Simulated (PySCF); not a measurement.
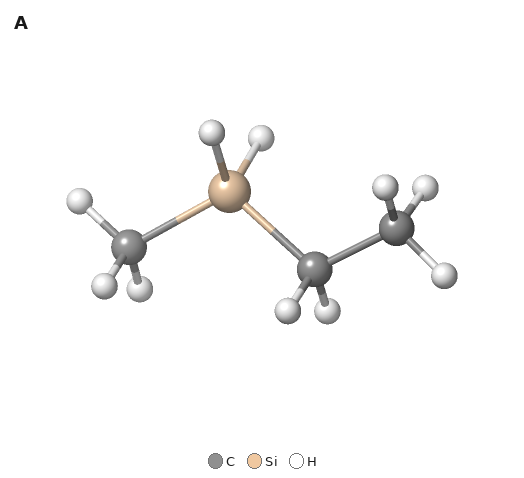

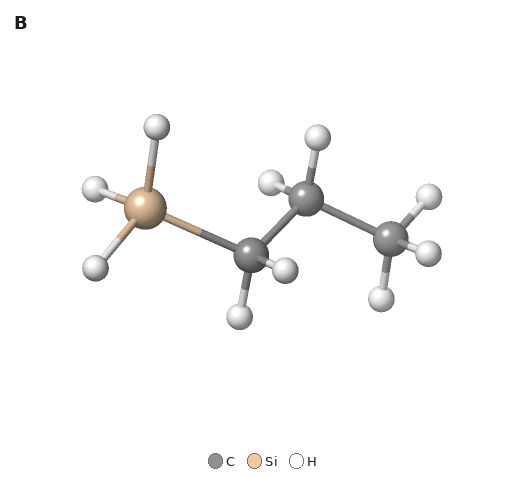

2 stationary structures of one formula. Geometries: PBE0-D3(BJ)/def2-SVP. Electronic energies: PBE0/cc-pVDZ (PySCF 2.14.0), without zero-point energy. No frequency run is at hand to confirm each as a minimum. Each is one conformer, not always the lowest.

Question: How are they related?

Answer: They are constitutional isomers of C3H10Si: A `CC[SiH2]C`, B `CCC[SiH3]`.

Question: Which is lowest in energy, and by how much?

Answer: A is lowest; B lies 7.5 kcal/mol above it.

Give E(B) − E(A) in kcal/mol at these levels too: PBE0/def2-TZVP; PBE0/cc-pVDZ; PBE0/6-311+G(2d,p); PBE0-D3(BJ)/def2-SVP; PBE0/6-31G*; PBE0/cc-pVTZ; PBE0/pcSseg-0; PBE0/IGLO-III.

```csv
level,E(B) − E(A) (kcal/mol)
PBE0/def2-TZVP,+9.7
PBE0/cc-pVDZ,+7.5
"PBE0/6-311+G(2d,p)",+9.3
PBE0-D3(BJ)/def2-SVP,+8.1
PBE0/6-31G*,+8.2
PBE0/cc-pVTZ,+9.7
PBE0/pcSseg-0,+12.0
PBE0/IGLO-III,+9.9
```
